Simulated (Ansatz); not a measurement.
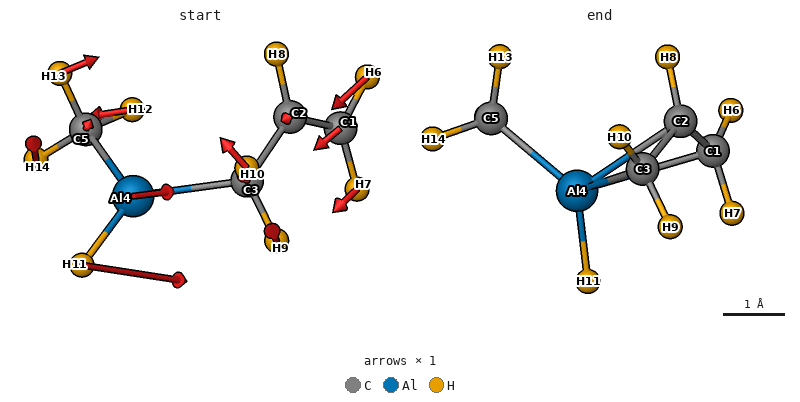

The structure of C4H9Al before (left) and after (right) a relaxation, at one scale. The red arrows give the displacements, at their true length.

A ball-and-stick model, seen from a free direction.

The start comes from PBE-D4/def2-SVP.

Level of theory: RKS PBE0-D4/def2-TZVP in Ansatz. Set-up: force threshold 0.005 eV/Å; at most 150 steps.

> Describe what moved and what it gained.

After 51 accepted moves (55 points after the start) the energy has fallen by 6.81 kcal/mol. Largest force component: 0.61 eV/Å at the start, 0.0046 eV/Å at the end. The line search rejected the trial steps at points 19, 40, 43, 44 of the run. The forces were under the threshold at step 51, but the run went on from there. H11 moves most after the best rigid fit: 2.62 Å. By element the largest moves are H 2.62 Å, Al 1.02 Å, C 0.60 Å. Near-neighbour distances that change, for instance: C1–Al4 3.830 → 2.398 Å, C2–Al4 2.924 → 2.179 Å, C3–Al4 1.992 → 2.057 Å, C2–C3 1.492 → 1.439 Å. New bonds form, among them: C1–Al4 (3.83 → 2.40 Å). Among the angles between lasting bonds that change: C2–C3–Al4 113.4° → 74.8°, Al4–C3–H10 107.4° → 123.9°, H9–C3–H10 105.9° → 114.4°. Groups turn about Al4–C5 by about 105°.
